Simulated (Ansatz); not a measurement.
```tsv
atom	x (Å)	y (Å)	z (Å)
O	0.2398	-0.1186	-1.0216
H	-0.1378	0.1879	-0.1025
H	0.8074	0.5445	-1.4524
H	-0.4387	-0.4638	-1.6282
Cl	-0.7334	0.6260	1.6072
Cl	0.2627	-0.7762	2.5975
```

Geometry: PBE0-D4/def2-TZVP.

The calculation used Ansatz, RKS PBE0-D4/def2-TZVPPD.

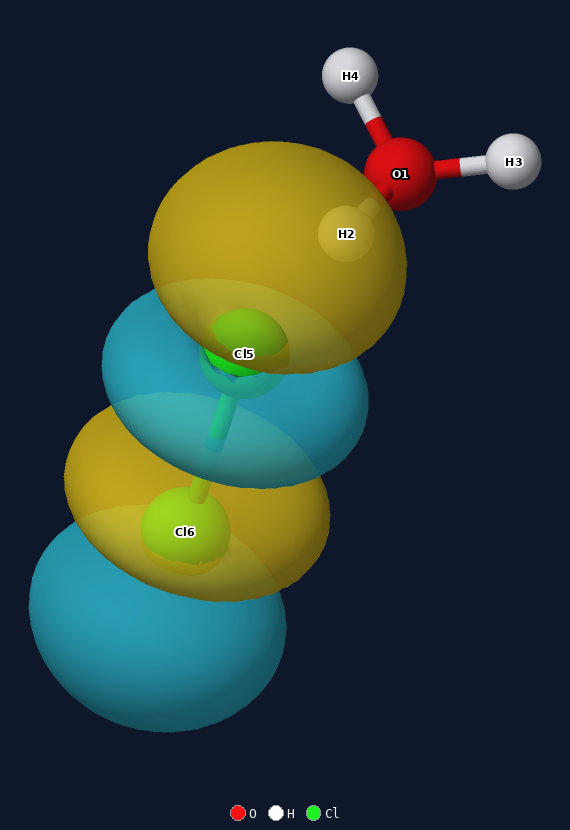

H$_{3}$O···Cl$_{2}$ (charge +1). The LUMO at ±0.1 Å⁻³ᐟ² (yellow and cyan are the two phases), seen at an oblique angle.

**Describe this orbital and give its energy.**

Its weight (Hirshfeld) is mainly on Cl6 (about 50 %) and Cl5 (about 45 %). Its energy is −7.96 eV.
